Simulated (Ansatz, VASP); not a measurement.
# Cross-check of Te2Mo between VASP and Ansatz

Wanted: the spread between two codes on one cell, functional and k mesh.

Calculated with Ansatz 0.2.0; plane waves, with VASP 6.6.1 beside it; G0W0 gap at PBE.

**1. The structure**

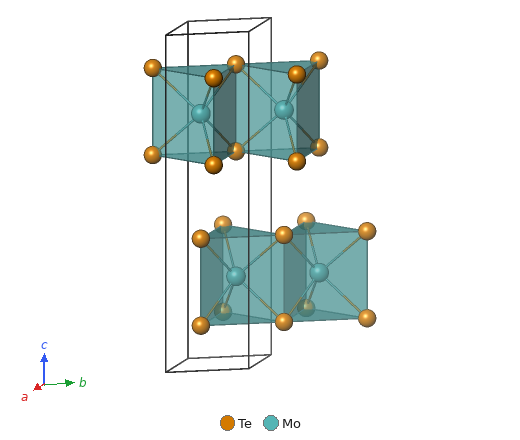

Start, viewed slightly off an axis; tellurium orange, molybdenum teal. 1×2×1 cells are drawn. Some periodic images of atoms are drawn too.

As a file:

```
Te Mo
1.0
     3.51820    0.00000    0.00000
    -1.75910    3.04685    0.00000
     0.00000    0.00000   13.97360
Te Mo
4 2
Direct
  0.33333 0.66667 0.62100
  0.66667 0.33333 0.12100
  0.33333 0.66667 0.87900
  0.66667 0.33333 0.37900
  0.33333 0.66667 0.25000
  0.66667 0.33333 0.75000
```

**2. VASP: G0W0 gap, PBE**

Quasiparticle shifts depend on high empty states and on the cores, so they are the hardest test of two PAW sets.

Lines of VASP's logs that name or quote its potential files are left out, and so is its time.

INCAR reads:

```
SYSTEM = Te2Mo
PREC = Accurate
ENCUT = 370
ISMEAR = 0
SIGMA = 0.01
LREAL = .FALSE.
GGA = PE
NBANDS = 344
LASPH = .TRUE.
ALGO = EVGW0
NELMGW = 1
ENCUTGW = 100
NOMEGA = 48
PRECFOCK = Fast
NBANDSGW = 40
LWAVE = .TRUE.
LCHARG = .FALSE.
```

POSCAR reads:

```
Te2Mo
1.0
    3.5182000000      0.0000000000      0.0000000000
   -1.7591000000      3.0468505756      0.0000000000
    0.0000000000      0.0000000000     13.9736000000
Te Mo
4 2
Direct
    0.3333333333      0.6666666667      0.6210000000
    0.6666666667      0.3333333333      0.1210000000
    0.3333333333      0.6666666667      0.8790000000
    0.6666666667      0.3333333333      0.3790000000
    0.3333333333      0.6666666667      0.2500000000
    0.6666666667      0.3333333333      0.7500000000
```

KPOINTS reads:

```
Automatic mesh
0
Gamma
6 6 2
0 0 0
```

PAW data sets: Te_GW and Mo_sv_GW (PBE family, release 64).

The run is started by

```sh
> mpirun -np 8 vasp_std
```

Numbers of over 12 decimals in the logs are rounded to 6 here.

Log:

```text
[banner, memory and clock lines left out]
running    8 mpi-ranks, on    1 nodes
 distrk:  each k-point on    8 cores,    1 groups
 distr:  one band on    1 cores,    8 groups

 POSCAR found type information on POSCAR TeMo
 POSCAR found :  2 types and       6 ions
|                                                                             |
|           W    W    AA    RRRRR   N    N  II  N    N   GGGG   !!!           |
|           W    W   A  A   R    R  NN   N  II  NN   N  G    G  !!!           |
|           W    W  A    A  R    R  N N  N  II  N N  N  G       !!!           |
|           W WW W  AAAAAA  RRRRR   N  N N  II  N  N N  G  GGG   !            |
|           WW  WW  A    A  R   R   N   NN  II  N   NN  G    G                |
|           W    W  A    A  R    R  N    N  II  N    N   GGGG   !!!           |
|                                                                             |
|     For optimal performance we recommend to set                             |
|       NCORE = 2 up to number-of-cores-per-socket                            |
|     NCORE specifies how many cores store one orbital (NPAR=cpu/NCORE).      |
|     This setting can greatly improve the performance of VASP for DFT.       |
|     The default, NCORE=1 might be grossly inefficient on modern             |
|     multi-core architectures or massively parallel machines. Do your        |
|     Unfortunately you need to use the default for GW and RPA                |
|     calculations (for HF NCORE is supported but not extensively tested      |
|     yet).                                                                   |
|                                                                             |

|                                                                             |
|           W    W    AA    RRRRR   N    N  II  N    N   GGGG   !!!           |
|           W    W   A  A   R    R  NN   N  II  NN   N  G    G  !!!           |
|           W    W  A    A  R    R  N N  N  II  N N  N  G       !!!           |
|           W WW W  AAAAAA  RRRRR   N  N N  II  N  N N  G  GGG   !            |
|           WW  WW  A    A  R   R   N   NN  II  N   NN  G    G                |
|           W    W  A    A  R    R  N    N  II  N    N   GGGG   !!!           |
|                                                                             |
|     The default for ENCUTGWSOFT is different in this version of VASP.       |
|     please manually set ENCUTGWSOFT =100 in the INCAR file.                 |
|                                                                             |

 LDA part: xc-table for (Slater+PW92), standard interpolation
 found WAVECAR, reading the header
 POSCAR, INCAR and KPOINTS ok, starting setup
 FFT: planning ... GRIDC
 FFT: planning ... GRID_SOFT
 FFT: planning ... GRID
 reading WAVECAR
 the WAVECAR file was read successfully
 initial charge from wavefunction
 available memory per node:     68.64 GB, setting MAXMEM to     70283

 The Fermi energy was updated, please check that it is located mid-gap
 values below the HOMO (VB) or above the LUMO (CB) will cause erroneous energies
 E-fermi :   8.5348

 calculate exact exchange contribution
 the WAVEDER file was read successfully
|                                                                             |
|           W    W    AA    RRRRR   N    N  II  N    N   GGGG   !!!           |
|           W    W   A  A   R    R  NN   N  II  NN   N  G    G  !!!           |
|           W    W  A    A  R    R  N N  N  II  N N  N  G       !!!           |
|           W WW W  AAAAAA  RRRRR   N  N N  II  N  N N  G  GGG   !            |
|           WW  WW  A    A  R   R   N   NN  II  N   NN  G    G                |
|           W    W  A    A  R    R  N    N  II  N    N   GGGG   !!!           |
|                                                                             |
|     Automatic setting of frequency mesh for GW failed. Frequency mesh       |
|     properly not suitable for determining QP energies. Consider             |
|     increasing number of kpoints.                                           |
|                                                                             |

energies w=
    0.000    0.000    0.896    0.000    1.788    0.000    2.673    0.000
    3.548    0.000    4.411    0.000    5.259    0.000    6.093    0.000
    6.912    0.000    7.715    0.000    8.505    0.000    9.281    0.000
   10.047    0.000   10.802    0.000   11.551    0.000   12.296    0.000
   13.039    0.000   13.782    0.000   14.530    0.000   15.286    0.000
   16.053    0.000   16.835    0.000   17.636    0.000   18.463    0.000
   19.319    0.000   20.212    0.000   21.149    0.000   22.137    0.000
   23.188    0.000   24.312    0.000   25.525    0.000   26.842    0.000
   28.286    0.000   29.884    0.000   31.669    0.000   33.685    0.000
   35.987    0.000   38.653    0.000   41.784    0.000   45.524    0.000
   50.080    0.000   55.761    0.000   63.044    0.000   72.722    0.000
   86.193    0.000  106.195    0.000  138.902    0.000  201.793    0.000
 responsefunction array rank=     352
 LDA part: xc-table for (Slater+PW92), standard interpolation

 min. memory requirement per mpi rank    477.6 MB, per node   3821.0 MB

 allocating   6 responsefunctions rank=   352
 shmem allocating  48 responsefunctions rank=   352
 response function shared by NCSHMEM nodes    1
 Doing            6  frequencies on each core in blocks of           48
NQ=   1    0.0000    0.0000    0.0000,
|.........|.........|.........|.........|.........|.........|.........|.........
 performed       1575000 updates of chi_q(r,r)
 total number of BLAS operations       1364.59 Gflops
NQ=   2    0.1667    0.0000    0.0000,
|.........|.........|.........|.........|.........|.........|.........|.........
 performed       4416000 updates of chi_q(r,r)
 total number of BLAS operations       3825.38 Gflops
NQ=   3    0.3333    0.0000    0.0000,
|.........|.........|.........|.........|.........|.........|.........|.........
 performed       7257000 updates of chi_q(r,r)
 total number of BLAS operations       6468.95 Gflops
NQ=   4    0.5000    0.0000    0.0000,
|.........|.........|.........|.........|.........|.........|.........|.........
 performed       9383000 updates of chi_q(r,r)
 total number of BLAS operations       8458.53 Gflops
NQ=   5    0.1667    0.1667    0.0000,
|.........|.........|.........|.........|.........|.........|.........|.........
 performed      12224000 updates of chi_q(r,r)
 total number of BLAS operations      11071.18 Gflops
NQ=   6    0.3333    0.1667    0.0000,
|.........|.........|.........|.........|.........|.........|.........|.........
 performed      15396000 updates of chi_q(r,r)
 total number of BLAS operations      14109.12 Gflops
NQ=   7    0.3333    0.3333    0.0000,
|.........|.........|.........|.........|.........|.........|.........|.........
 performed      17247000 updates of chi_q(r,r)
 total number of BLAS operations      15810.94 Gflops
NQ=   8    0.0000    0.0000    0.5000,
|.........|.........|.........|.........|.........|.........|.........|.........
 performed      18822000 updates of chi_q(r,r)
 total number of BLAS operations      17118.08 Gflops
NQ=   9    0.1667    0.0000    0.5000,
|.........|.........|.........|.........|.........|.........|.........|.........
 performed      21663000 updates of chi_q(r,r)
 total number of BLAS operations      19504.64 Gflops
NQ=  10    0.3333    0.0000    0.5000,
|.........|.........|.........|.........|.........|.........|.........|.........
 performed      24504000 updates of chi_q(r,r)
 total number of BLAS operations      22257.86 Gflops
NQ=  11    0.5000    0.0000    0.5000,
|.........|.........|.........|.........|.........|.........|.........|.........
 performed      26630000 updates of chi_q(r,r)
 total number of BLAS operations      24224.24 Gflops
NQ=  12    0.1667    0.1667    0.5000,
|.........|.........|.........|.........|.........|.........|.........|.........
 performed      29471000 updates of chi_q(r,r)
 total number of BLAS operations      26883.34 Gflops
NQ=  13    0.3333    0.1667    0.5000,
|.........|.........|.........|.........|.........|.........|.........|.........
 performed      32643000 updates of chi_q(r,r)
 total number of BLAS operations      29956.50 Gflops
NQ=  14    0.3333    0.3333    0.5000,
|.........|.........|.........|.........|.........|.........|.........|.........
 performed      34494000 updates of chi_q(r,r)
 total number of BLAS operations      31569.16 Gflops
 resolving degeneracies of screened two electron integrals

 calculate QP shifts <psi_nk| G(iteration)W_0 |psi_nk>: iteration 1
 writing wavefunctions
 entering main loop
```

From OUTCAR (step 2):

```text
ion  position               nearest neighbor table
   1  0.333  0.667  0.621-   6 2.72   6 2.72   6 2.72   3 3.61
   2  0.667  0.333  0.121-   5 2.72   5 2.72   5 2.72   4 3.61
   3  0.333  0.667  0.879-   6 2.72   6 2.72   6 2.72   1 3.61
   4  0.667  0.333  0.379-   5 2.72   5 2.72   5 2.72   2 3.61
   5  0.333  0.667  0.250-   2 2.72   4 2.72   2 2.72   4 2.72   2 2.72   4 2.72
   6  0.667  0.333  0.750-   1 2.72   3 2.72   1 2.72   3 2.72   1 2.72   3 2.72

  LATTYP: Found a hexagonal cell.
 ALAT       =     3.5182000000
 C/A-ratio  =     3.9718037633

 Subroutine GETGRP returns: Found 24 space group operations
 (whereof 12 operations were pure point group operations)

The static configuration has the point symmetry D_3d.
 The point group associated with its full space group is D_6h.

 Found     14 irreducible k-points:

   k-points           NKPTS =     14   k-points in BZ     NKDIM =     72   number of bands    NBANDS=    344

   dimension x,y,z NGX =    24 NGY =   24 NGZ =   90
   dimension x,y,z NGXF=    48 NGYF=   48 NGZF=  180

   ENCUT  =  370.0 eV  27.19 Ry    5.21 a.u.   5.52  5.52 21.92*2*pi/ulx,y,z

   NELECT =      52.0000    total number of electrons

  energy-cutoff  :      370.00
  volume of cell :      149.79
      direct lattice vectors                 reciprocal lattice vectors
     3.518200000  0.000000000  0.000000000     0.284236257  0.164103880  0.000000000
    -1.759100000  3.046850576  0.000000000     0.000000000  0.328207759  0.000000000
     0.000000000  0.000000000 13.973600000     0.000000000  0.000000000  0.071563520

 k-points in reciprocal lattice and weights: Automatic mesh
   0.00000000  0.00000000  0.00000000       0.014
   0.16666667  0.00000000  0.00000000       0.083
   0.33333333  0.00000000  0.00000000       0.083
   0.50000000  0.00000000  0.00000000       0.042
   0.16666667  0.16666667  0.00000000       0.083
   0.33333333  0.16666667  0.00000000       0.167
   0.33333333  0.33333333  0.00000000       0.028
   0.00000000  0.00000000  0.50000000       0.014
   0.16666667  0.00000000  0.50000000       0.083
[...]
0.33333333  0.16666667  0.50000000       0.167
   0.33333333  0.33333333  0.50000000       0.028

 E-fermi :   8.5348

 QP shifts <psi_nk| G(iteration)W_0 |psi_nk>: iteration 1
 for sc-GW calculations column KS-energies equals QP-energies in previous step
 and V_xc(KS)=  KS-energies - (<T + V_ion + V_H > + <T+V_H+V_ion>^1  + <V_x>^1)
 k-point   1 :       0.0000    0.0000    0.0000
  band No.  KS-energies  QP-energies   sigma(KS)   V_xc(KS)     V^pw_x(r,r')   Z            occupation Imag(sigma)
    ...
     23       7.0995       7.2090     -15.5984     -15.7453     -16.6198       0.7457       2.0000       0.2186
     24       7.0995       7.2090     -15.5984     -15.7453     -16.6198       0.7457       2.0000       0.2186
     25       7.8023       7.4402     -11.7025     -11.2373     -12.7588       0.7782       2.0000       0.1934
     26       8.1244       8.2468     -15.1655     -15.3304     -15.6233       0.7426       2.0000       0.1474
     27      11.0233      11.4044     -12.2543     -12.7503      -8.5907       0.7683       0.0000      -0.3165
     28      11.0233      11.4044     -12.2543     -12.7503      -8.5907       0.7683       0.0000      -0.3165
     29      11.1552      11.5284     -12.1556     -12.6404      -8.4277       0.7697       0.0000      -0.3271
     30      11.1552      11.5284     -12.1556     -12.6404      -8.4277       0.7697       0.0000      -0.3271
    ...

 k-point   2 :       0.1667    0.0000    0.0000
  band No.  KS-energies  QP-energies   sigma(KS)   V_xc(KS)     V^pw_x(r,r')   Z            occupation Imag(sigma)
    ...
     23       6.8902       6.6816     -12.9937     -12.7208     -14.2095       0.7644       2.0000       0.2308
     24       7.1272       7.1844     -14.8150     -14.8922     -15.8203       0.7401       2.0000       0.2354
     25       7.6784       7.7559     -14.8175     -14.9218     -15.5542       0.7434       2.0000       0.1861
     26       7.8469       7.5173     -11.7079     -11.2841     -12.7146       0.7778       2.0000       0.1860
     27       9.9254      10.3458     -13.0040     -13.5585      -9.4114       0.7582       0.0000      -0.2922
     28      10.1897      10.7067     -13.3828     -14.0613      -9.7622       0.7619       0.0000      -0.2793
     29      10.2188      10.6502     -13.4181     -13.9897      -9.6632       0.7548       0.0000      -0.3269
     30      10.4558      10.9510     -13.4846     -14.1351      -9.8054       0.7612       0.0000      -0.2933
    ...

 k-point   3 :       0.3333    0.0000    0.0000
  band No.  KS-energies  QP-energies   sigma(KS)   V_xc(KS)     V^pw_x(r,r')   Z            occupation Imag(sigma)
    ...
     23       6.8284       6.8172     -14.1827     -14.1676     -15.3108       0.7451       2.0000       0.2585
     24       7.0501       7.0554     -14.3587     -14.3659     -15.4030       0.7445       2.0000       0.2383
     25       7.2161       7.0941     -13.5496     -13.3879     -14.7188       0.7552       2.0000       0.2307
     26       7.3610       7.2914     -13.9743     -13.8819     -15.0290       0.7537       2.0000       0.2169
     27       9.2385       9.7544     -14.5298     -15.2259     -10.9380       0.7411       0.0000      -0.2722
     28       9.6158      10.1068     -14.4742     -15.1335     -10.9791       0.7446       0.0000      -0.2791
     29       9.8372      10.3637     -14.7540     -15.4639     -10.8836       0.7417       0.0000      -0.3261
     30       9.8488      10.3285     -14.3233     -14.9654     -10.7518       0.7469       0.0000      -0.2958
    ...

 k-point   4 :       0.5000    0.0000    0.0000
  band No.  KS-energies  QP-energies   sigma(KS)   V_xc(KS)     V^pw_x(r,r')   Z            occupation Imag(sigma)
    ...
     23       7.1072       6.9007     -12.7160     -12.4449     -13.7134       0.7615       2.0000       0.2155
     24       7.1627       7.0958     -13.7810     -13.6919     -14.7474       0.7513       2.0000       0.2190
     25       7.5162       7.2499     -12.1278     -11.7831     -13.1718       0.7724       2.0000       0.1999
     26       7.8038       7.5894     -12.5681     -12.2901     -13.4861       0.7715       2.0000       0.1827
     27       9.3863      10.0507     -16.4471     -17.3609     -12.7798       0.7271       0.0000      -0.2903
     28       9.4448      10.0920     -16.2085     -17.0961     -12.4979       0.7292       0.0000      -0.2965
     29       9.5787      10.1902     -15.5825     -16.4173     -11.6250       0.7325       0.0000      -0.3271
     30       9.9105      10.5504     -16.0975     -16.9749     -11.8902       0.7293       0.0000      -0.3711
    ...

[... 4 further parts left out ...]
```

(Continued in part 2 of 2.)

[Lines on the potential files, build, host, timing and source positions are cut from VASP's logs without a mark.]

[Logs are printed without paths, hosts, clocks, repeated set-up lines and the standing remarks that a program may print on its own settings, such as how far it seeks lower states.]

[Hosts, paths, dates, database ids (printed as entryN), source tags and the programs' standing remarks are cut or masked in the printed files.]
